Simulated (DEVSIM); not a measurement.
Device: Ru/Al2O3/n-Ge capacitor, at 300 K.

```tsv
layer (left to right)	material	thickness (nm)	Nd (cm⁻³)
1	Al2O3	4.10	-
2	Ge	7600	6.1e15
```

Metal gate on the left, work function 4.7 eV. Fixed charge at the semiconductor interface -9.1e11 cm⁻² (in units of +e); no interface traps.

Constants are typed, rounded textbook-type inputs, not results; the design itself was drawn at random and stands for no fabricated device. Values at 300 K.

```csv
parameter,Al2O3,Ge
gap (eV),6.8,0.664
affinity (eV),1.35,4
permittivity,9,16
Nc (cm⁻³),-,1.04e19
Nv (cm⁻³),-,6e18
```

Simulated with DEVSIM: 1D Poisson equation in equilibrium, Boltzmann statistics, complete ionisation; no quantum confinement or tunnelling. Metal contacts follow the ideal Schottky-Mott rule: no Fermi-level pinning, no interface dipoles.

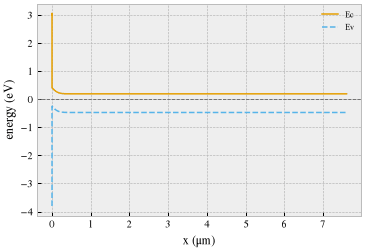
Figure: Band edges at 0.35 V on the gate

Energies count from the Fermi level of the right contact; mesh points crowd at the junctions.

```tsv
x (μm)	Ec (eV)	Ev (eV)	n (cm⁻³)	p (cm⁻³)	field (V/cm)
0.000	3.000	-3.800	< 1e2	< 1e2	150000
0.001136	3.018	-3.783	< 1e2	< 1e2	150000
0.002631	3.040	-3.760	< 1e2	< 1e2	150000
0.003906	3.060	-3.740	< 1e2	< 1e2	150000
0.005837	0.410	-0.254	1.3e12	3.3e14	-16000
0.009475	0.404	-0.260	1.7e12	2.6e14	-16000
0.01768	0.391	-0.273	2.8e12	1.6e14	-15000
0.04654	0.349	-0.315	1.4e13	3.1e13	-13000
0.1047	0.283	-0.381	1.8e14	2.4e12	-9500
0.2324	0.210	-0.454	3.1e15	1.4e11	-2600
0.5205	0.193	-0.471	6.1e15	7.2e10	-30
1.534	0.192	-0.472	6.1e15	7.2e10	≈ 0
3.456	0.192	-0.472	6.1e15	7.2e10	≈ 0
5.740	0.192	-0.472	6.1e15	7.2e10	≈ 0
6.996	0.192	-0.472	6.1e15	7.2e10	≈ 0
7.335	0.192	-0.472	6.1e15	7.2e10	≈ 0
7.485	0.192	-0.472	6.1e15	7.2e10	≈ 0
7.552	0.192	-0.472	6.1e15	7.2e10	≈ 0
7.587	0.192	-0.472	6.1e15	7.2e10	≈ 0
7.598	0.192	-0.472	6.1e15	7.2e10	≈ 0
7.602	0.192	-0.472	6.1e15	7.2e10	≈ 0
7.604	0.192	-0.472	6.1e15	7.2e10	≈ 0
```
